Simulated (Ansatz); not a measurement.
# Pressure series in SrHfO3

Take SrHfO3 (space group I4/mcm, No. 140; a = 5.714 Å, c = 8.271 Å; a cell from a computed database, its experimental status unchecked) as the base.

Cell and atoms are relaxed at each pressure.

Method: PBEsol, PAW, 420 eV (Ansatz, an electronic-structure program; scalar-relativistic without spin-orbit coupling).

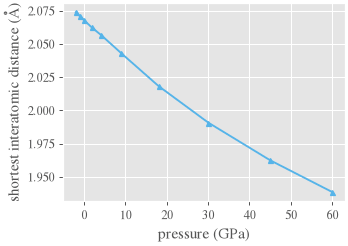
Shortest interatomic distance against pressure

```csv
pressure (GPa),shortest interatomic distance
-2,2.074 Å
-1,2.071 Å
1.8,2.063 Å
4.2,2.056 Å
9,2.043 Å
18,2.018 Å
30,1.991 Å
45,1.962 Å
60,1.939 Å
```

Load acts through the strain it causes; cell and atoms are relaxed under it. Stability against distortions was not tested. No other phases were tried under pressure.
